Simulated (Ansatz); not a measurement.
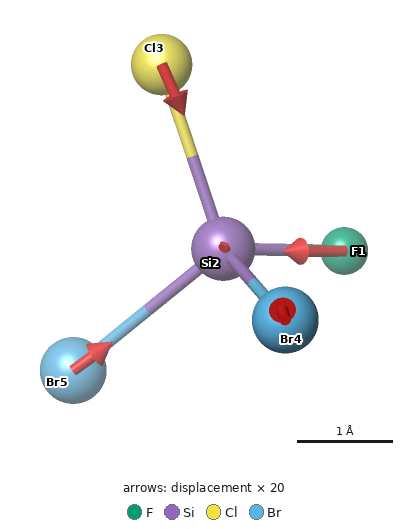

This is a relaxation of SiBr$_{2}$ClF. The starting structure is drawn; red arrows show the displacements, magnified 20 times. The two geometries are superimposed by the best rigid fit.

The picture is a ball-and-stick view, seen from a free direction.

The start comes from PBE-D4/def2-SVP.

Method: RKS PBE0-D4/def2-TZVP in Ansatz. Settings: force threshold 0.005 eV/Å; at most 150 steps.

Atoms of which element are displaced furthest, and by how much?

Fluorine: up to 0.042 Å, against 0.030 Å for chlorine.

What did the optimiser do to the structure, and how much energy did it gain?

The largest move after the best rigid fit is that of F1, 0.042 Å. Largest moves by element: F 0.042 Å, Cl 0.030 Å, Br 0.027 Å, Si 0.004 Å. Among the contacts that change: F1–Si2 1.623 → 1.577 Å, Si2–Cl3 2.050 → 2.018 Å, Si2–Br4 2.205 → 2.182 Å. Over 4 geometry steps the energy falls by 5.57 kJ/mol. The largest force component goes from 0.98 to 0.0028 eV/Å. The run took roughly 120 core-seconds on a shared host.
